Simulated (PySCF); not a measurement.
C₄H₇N₃Si (SMILES Cc1nnncc1[SiH3])

The calculation's input:

```
{"job": {"kind": "uv", "xc": "B3LYP", "basis": "def2-SVPD", "nstates": 8, "ntriplets": 3}, "charge": 0, "multiplicity": 1}
C     -0.550322    -1.862386     0.153674
C      0.504738    -0.819633     0.028934
N      1.763696    -1.248645    -0.005466
N      2.747695    -0.422806    -0.112745
N      2.568404     0.851050    -0.190591
C      1.339781     1.349110    -0.160666
C      0.207167     0.549131    -0.049510
Si    -1.541781     1.259310    -0.009636
H     -1.222637    -1.815733    -0.701271
H     -0.088911    -2.844860     0.200381
H     -1.138737    -1.692094     1.053674
H      1.272018     2.426849    -0.229773
H     -1.423972     2.711550    -0.112835
H     -2.281814     0.702702    -1.142394
H     -2.159737     0.864447     1.256312
```

Run with:

```sh
OMP_NUM_THREADS=1 python probes_run.py task.json out
```

Geometry: GFN2-xTB.

Level of theory: B3LYP/def2-SVPD, SCF density, gas phase in PySCF.

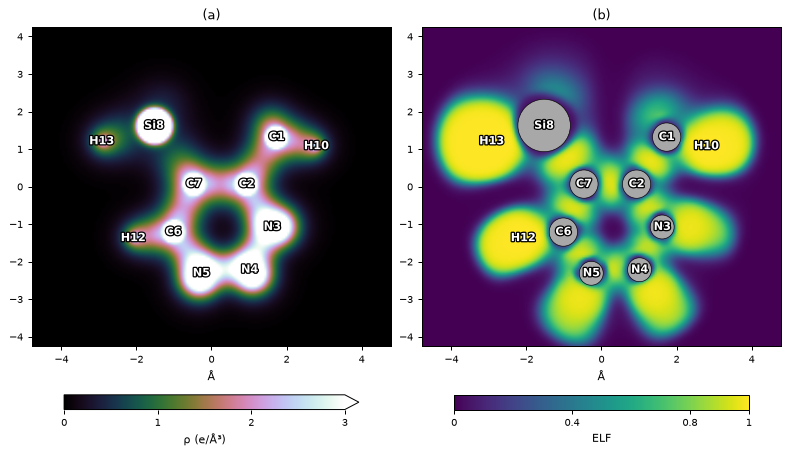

Figure 1. (a) total electron density; (b) electron localisation function on the plane of atoms C7, C6 and H12. Grey discs cover the atomic cores in the ELF map.

### Read the bonding off the picture.

Atoms in the plane: C, N, Si and H. N–N (1.29 Å): the density is about 2.9 e/Å³ at the midpoint; the ELF peaks at about 0.90 between the atoms: a covalent bond. C–N (1.33 Å): ρ at the midpoint is about 2.5 e/Å³; the ELF peaks at about 0.95 between the atoms, as expected for a covalent bond. C–C (1.39 Å): ρ at the midpoint is about 2.1 e/Å³; the ELF peaks at about 0.95 between the atoms, as expected for localised, covalent bonding. C–Si (1.89 Å): ρ at the midpoint is about 0.94 e/Å³; the ELF peaks at about 1 between the atoms: a shared electron pair. C–H (1.08 Å): ρ is about 2.1 e/Å³ halfway; the ELF climbs to about 1 towards the hydrogen, as it does in any bond to H; a covalent bond by its length. The ELF also peaks beside N5, N4 and N3, away from the bonds: lone-pair regions.

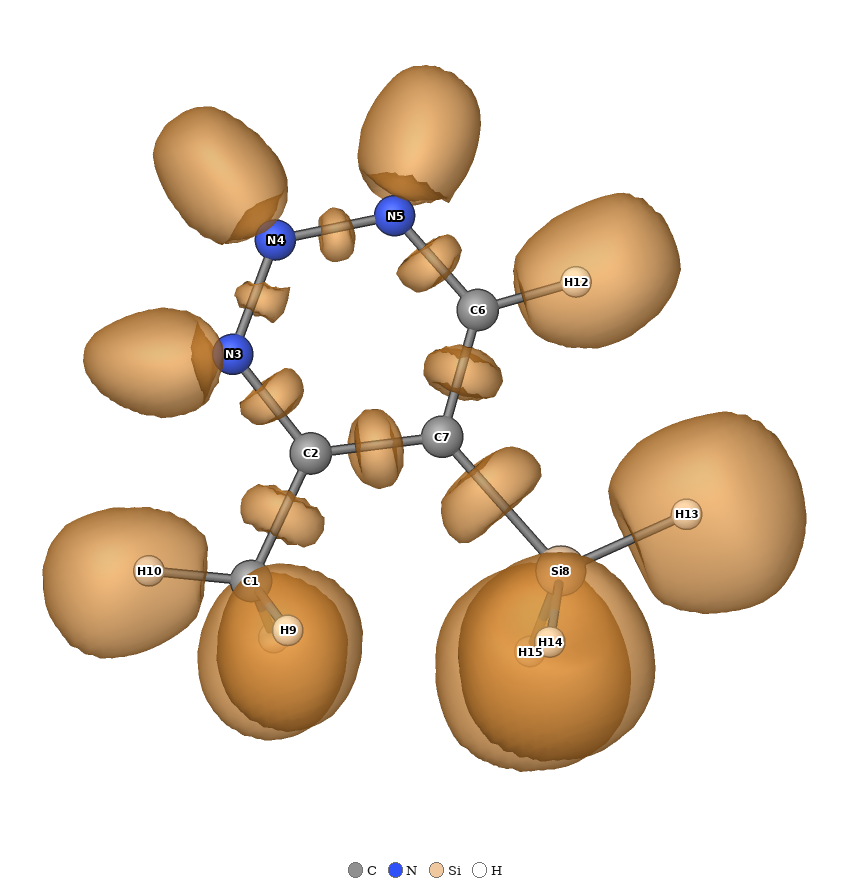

Figure 2. Isosurface of the electron localisation function at 0.8 (orange), seen across its widest extent. Only the valence region is drawn (cores and ρ < 0.01 e/Å³ removed).

### Identify the bonds, lone pairs and shells in this picture.

The surface consists of three regions between bonded C–C atoms (shared pairs), two regions between bonded C–N atoms (shared pairs), one region between bonded C–Si atoms (shared pairs), two regions between bonded N–N atoms (shared pairs), seven regions around hydrogen nuclei and three lobes on N, pointing away from the bonds (lone pairs).

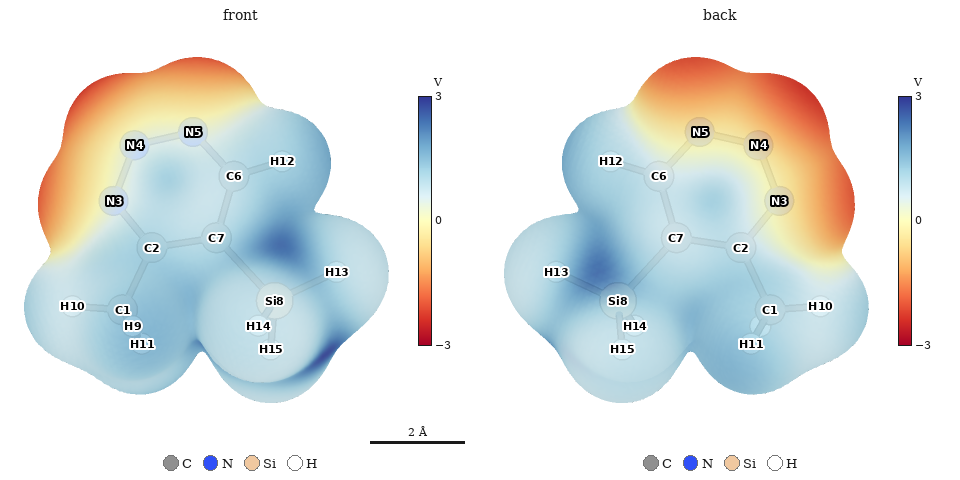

Figure 3. The molecular electrostatic potential painted on the density surface at 0.004 e/bohr³, seen from the front and from behind; red is negative and blue positive.

### Where is the surface potential most negative and most positive?

The most negative region (about −2.3 V) lies over N4, the most positive (about +2.5 V) over Si8. N4 is the likeliest acceptor of a hydrogen bond.
